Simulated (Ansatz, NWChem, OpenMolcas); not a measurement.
# Computed against measured: dipole moment

6 molecules with halogens; the dipole moment in D, computed less measured. Shapes, held fixed at every level: PBE0-D4/def2-TZVP. No vibrational averaging. Dipoles are compared by magnitude; molecules under 1 D, whose direction can flip, are left out. Programs: Ansatz 0.2.0, NWChem 7.3.0, OpenMolcas 26.06. A level may come from different programs for different species; with the same settings they agree closely. Measured values: NIST CCCBDB.

Levels: A = r2SCAN-D4/def2-TZVPP; B = PBE0/aug-cc-pVDZ; C = wB97M-V/def2-TZVPP.

```csv
molecule,measured,A,B,C
CH2ClF (chlorofluoromethane),1.82,-0.05,+0.01,-0.04
CH2F2 (difluoromethane),1.97,-0.17,-0.07,-0.11
CHBrF2 (bromodifluoromethane),1.50,-0.14,-0.12,-0.13
SiH3Cl (SMILES [SiH3]Cl),1.31,-0.09,+0.08,-0.07
C2H2F2 (vinylidene fluoride),1.38,-0.34,-0.14,-0.24
C2H3Br (vinyl bromide),1.42,+0.03,+0.07,+0.05
```

Problem. Sum up the errors.

Solution. 
```json
{"level": "r2SCAN-D4/def2-TZVPP", "kind": "meta-GGA", "mean error": "-0.127", "mean absolute error": "0.137", "worst case": "C2H2F2"}
{"level": "PBE0/aug-cc-pVDZ", "kind": "global hybrid", "mean error": "-0.028", "mean absolute error": "0.082", "worst case": "C2H2F2"}
{"level": "wB97M-V/def2-TZVPP", "kind": "range-separated hybrid", "mean error": "-0.090", "mean absolute error": "0.107", "worst case": "C2H2F2"}
```

On this set PBE0/aug-cc-pVDZ has the smallest mean absolute error and r2SCAN-D4/def2-TZVPP the largest. r2SCAN-D4/def2-TZVPP is too low in 5 of 6; wB97M-V/def2-TZVPP is too low in 5 of 6. The levels differ in basis as well as in method. Relativity is left out for Br. The set is small.

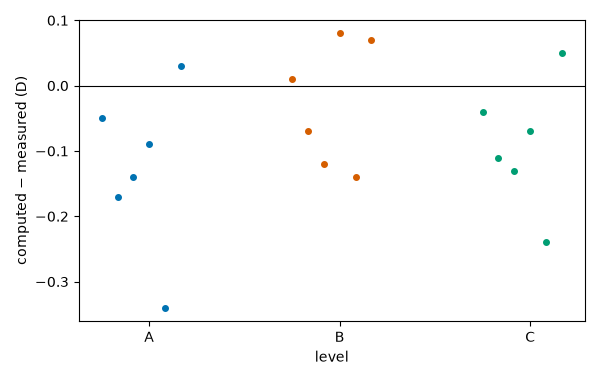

Errors of each level, one point a molecule.
